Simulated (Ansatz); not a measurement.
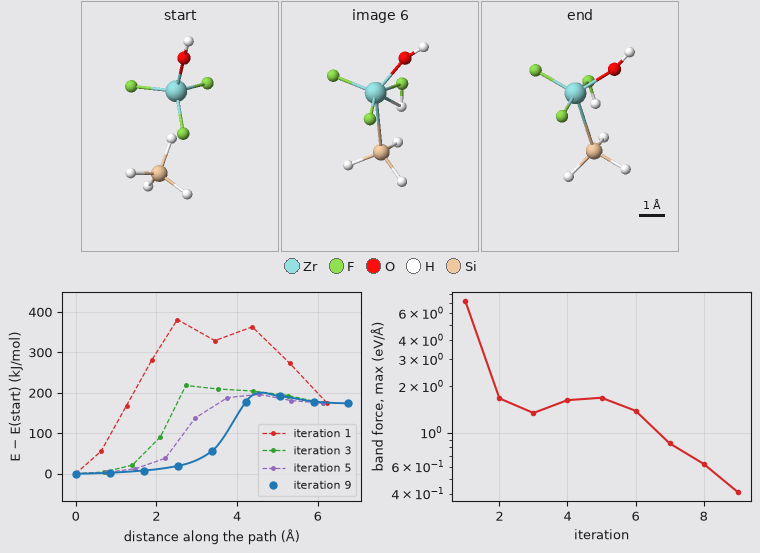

NEB run on ZrSiH$_{5}$OF$_{3}$, made up at the start of ZrHOF3 and SiH4. Images are numbered from 0 (start) to 8 (end). The plot follows the band through its iterations. Style: ball-and-stick. Shown from a free direction.

Theory: RKS PBE/def2-SVP (Ansatz 0.2.0). Settings: 7 movable images; climbing image; force threshold 0.5 eV/Å; iteration limit 60; starting path through a guess of the saddle point.

Question: Judge this run.

Answer: The run met only a loose threshold, so the barrier can't be trusted yet. The band converged in 9 iterations. The largest component of the band force went from 7.2 to 0.41 eV/Å. The climbing image converged on the top of the path. Its curvatures weren't checked. The force threshold is so loose that the height of the top is at best an upper bound. The first iteration put the highest image at 381.5 kJ/mol. Forward barrier 191.9 kJ/mol, backward barrier 17.6 kJ/mol, with image 6 at the top; the reaction energy is +174.3 kJ/mol.

Limits of the set-up: the start holds two separate molecules, 2.7 Å apart at their closest, whose relative position is a soft coordinate and is computed without a dispersion correction.

Cost: 99 s on 4 threads of Intel(R) Xeon(R) CPU @ 2.60GHz (Ice Lake), on a shared host, peak memory 0.21 GiB.
